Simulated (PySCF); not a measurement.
C₃H₇Cl₃Si₂, SMILES Cl[Si](Cl)(Cl)[SiH2]CC=C, singlet at its GFN2-xTB optimised geometry (Å):

```
15

C     -3.4706    -3.1324     2.8994
C     -2.7804    -2.0104     2.9903
C     -2.1819    -1.2903     1.8325
Si    -0.2809    -1.4814     1.8030
Si     0.5716    -0.2795     0.0000
Cl     0.0020    -1.0342    -1.8009
Cl     2.6044    -0.2795     0.0000
Cl     0.0002     1.6732     0.0000
H     -3.8769    -3.6256     3.7652
H     -3.6638    -3.6009     1.9483
H     -2.5988    -1.5617     3.9577
H     -2.4333    -0.2294     1.8952
H     -2.6044    -1.6732     0.9020
H      0.2832    -0.9797     3.0634
H      0.0637    -2.9043     1.6953
```

Method: CAM-B3LYP/def2-TZVP (PySCF). Cells within 0.4 Å of a nucleus heavier than hydrogen are left out (blank, or x).

Map of the HOMO−1 amplitude (bohr^(-3/2)) on the plane z = 1.5 Å; orbital energy -9.98 eV, overall sign arbitrary:

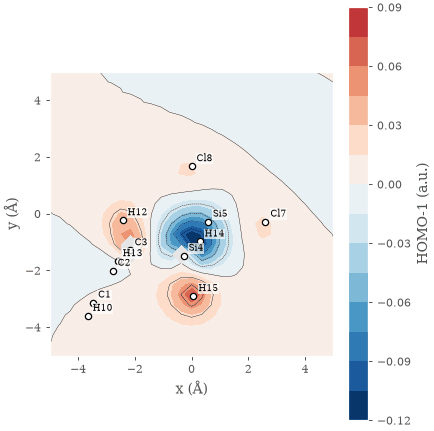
Fig. 1. HOMO−1 amplitude (bohr^(-3/2)) on the plane z = 1.5 Å.
